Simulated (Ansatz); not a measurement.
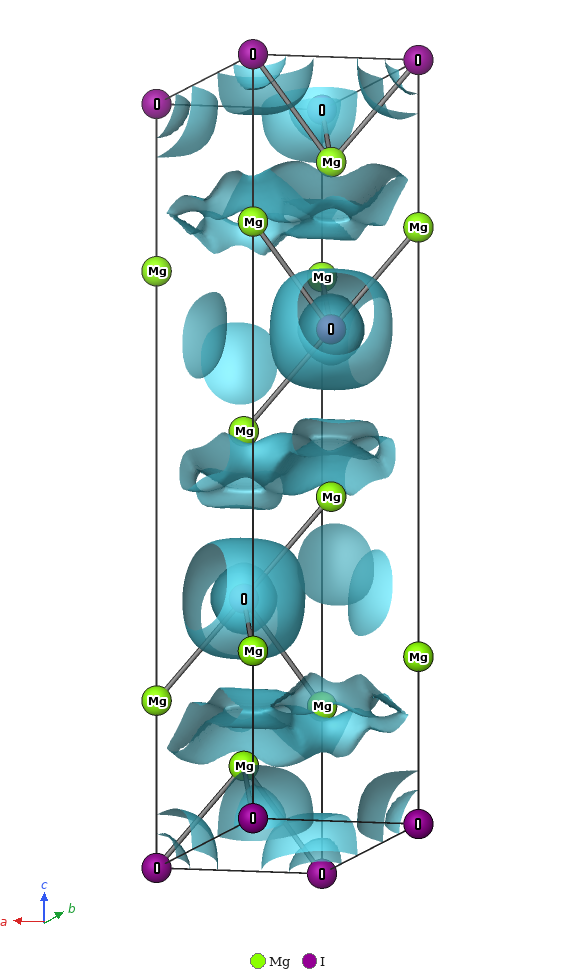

*Mg$_{2}$I. Isosurface of the ELF at 0.6 (cyan), seen at an oblique angle. Only the valence region is drawn (cores and ρ < 0.01 e/Å³ removed). Sticks mark near contacts.*

Space group R-3m; started from the cadmium chloride_166 prototype, which need not be the ambient phase; computed without spin polarisation.

Level of theory: DFT PBE, scalar-relativistic, plane waves, PAW in Ansatz.

Core electrons are frozen (PAW), and the valence fields are smoothed inside the atomic spheres.

```yaml
crystal:
  lattice:
    - [3.96384, 0.00000, 0.00000]
    - [-1.98192, 3.43279, 0.00000]
    - [0.00000, 0.00000, 19.58306]
  atoms:
    - { symbol: Mg, position: [0.66667, 0.33333, 0.11435] }
    - { symbol: Mg, position: [0.33333, 0.66667, 0.44768] }
    - { symbol: Mg, position: [0.00000, 0.00000, 0.78101] }
    - { symbol: Mg, position: [0.00000, 0.00000, 0.21899] }
    - { symbol: Mg, position: [0.66667, 0.33333, 0.55232] }
    - { symbol: Mg, position: [0.33333, 0.66667, 0.88565] }
    - { symbol: I, position: [0.00000, 0.00000, 0.00000] }
    - { symbol: I, position: [0.66667, 0.33333, 0.33333] }
    - { symbol: I, position: [0.33333, 0.66667, 0.66667] }
```

**What do the ELF domains correspond to?**

The ELF exceeds this value in three regions wrapped around I (the valence shell of each) and sheets that run through the cell in two directions, counted in one cell of 9 atoms. Regions shared between cells count once. Along the contacts the grid gives the following. Mg–I (3.20 Å): the ELF peaks at about 0.75 in the valence shell of I, 1.3 Å from its nucleus, and is about 0.60 at the midpoint.
